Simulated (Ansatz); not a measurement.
**A computed series for BAs: pressure series**

Consider BAs in the zinc blende structure (space group F-43m, No. 216; a = 4.783 Å).

Cell and atoms are relaxed at each pressure.

The values are results of Ansatz (a first-principles code), r2SCAN, PAW, cutoff 500 eV, no spin-orbit coupling, earlier PAW set, not measurements.

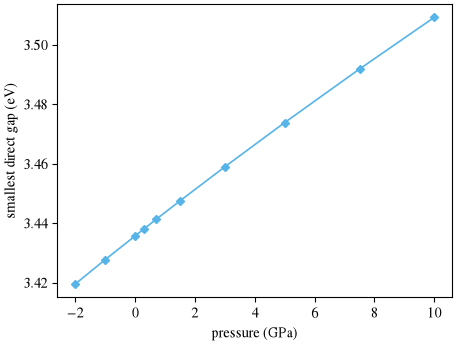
Smallest direct gap against pressure

```json
[
 {"pressure (GPa)": "-2", "smallest direct gap": "3.42 eV"},
 {"pressure (GPa)": "-1", "smallest direct gap": "3.43 eV"},
 {"pressure (GPa)": "0.3", "smallest direct gap": "3.44 eV"},
 {"pressure (GPa)": "0.7", "smallest direct gap": "3.44 eV"},
 {"pressure (GPa)": "1.5", "smallest direct gap": "3.45 eV"},
 {"pressure (GPa)": "3", "smallest direct gap": "3.46 eV"},
 {"pressure (GPa)": "5", "smallest direct gap": "3.47 eV"},
 {"pressure (GPa)": "7.5", "smallest direct gap": "3.49 eV"},
 {"pressure (GPa)": "10", "smallest direct gap": "3.51 eV"}
]
```

Load acts through the strain it causes; cell and atoms are relaxed under it. Whether these cells are dynamically stable was not tested. No other phases were tried under pressure.
